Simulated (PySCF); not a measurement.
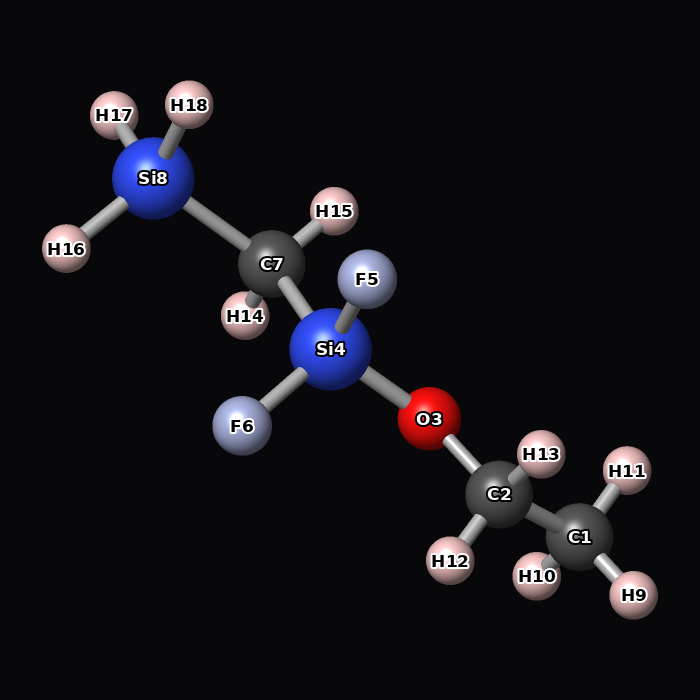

The thickness of each stick grows with its Mayer bond order. The computed structure is the end point of a GFN2-xTB optimisation. No frequency run is at hand to confirm it as a minimum. Level of theory: PBE0/pcSseg-1 (PySCF 2.14.0).

List the Mayer bond orders of C1–C2, C1–H9, C1–H10, C2–O3, C2–H12, O3–Si4, Si4–F5, Si4–C7, C7–Si8, C7–H14, Si8–H17, Si8–H16 (one bond of each equivalent set).

| bond | Mayer order | length (Å) |
| --- | --- | --- |
| C1–C2 | 1.07 | 1.518 |
| C1–H9 | 0.96 | 1.086 |
| C1–H10 | 0.96 | 1.086 |
| C2–O3 | 0.84 | 1.415 |
| C2–H12 | 0.95 | 1.095 |
| O3–Si4 | 1.07 | 1.598 |
| Si4–F5 | 0.93 | 1.606 |
| Si4–C7 | 0.93 | 1.867 |
| C7–Si8 | 0.91 | 1.903 |
| C7–H14 | 0.93 | 1.088 |
| Si8–H17 | 0.95 | 1.467 |
| Si8–H16 | 0.95 | 1.462 |

The geometry is semi-empirical. Around Si such bond lengths and angles can be off by a tenth of an ångström or more and by several degrees, and values that hang on the shape move with them.
